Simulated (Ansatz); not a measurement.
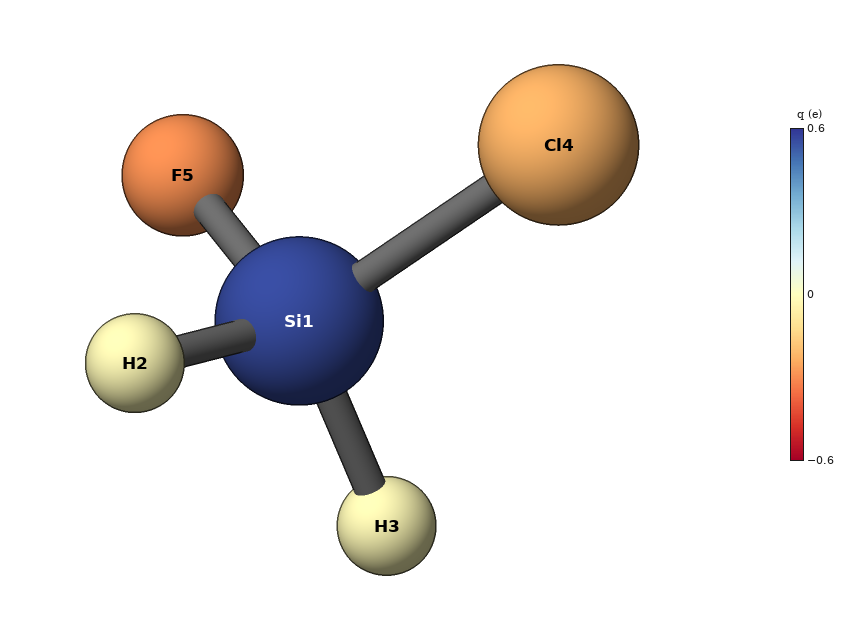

Atoms are coloured by their Mulliken charges. Computed geometry: PBE0-D4/def2-TZVP optimisation. Properties computed with RKS PBE0-D4/def2-TZVP (Ansatz 0.2.0).

List the Mulliken charges.

```csv
atom,value (e)
Si1,0.55
H2,−0.02
H3,−0.02
Cl4,−0.22
F5,−0.29
```

Mulliken values depend strongly on the basis set and can even reverse the polarity of a bond.
